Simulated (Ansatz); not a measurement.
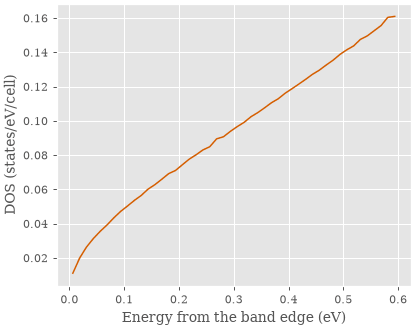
Figure: Density of states of MgS (Fm-3m) above the conduction band minimum, HSE06, rigid bands (Ansatz, a first-principles code); cell volume 34.8 Å³.

Problem. What effective density of states at 300 K does this give (∫ g(E) exp(−E/k_BT) dE, both spins, divided by the cell's size)?

Solution. 1.6e19 cm⁻³, a density-of-states mass of 0.73 mₑ, valleys and band degeneracy included.

Spin-orbit coupling is left out. Geometry: cell and atoms relaxed with PBEsol.
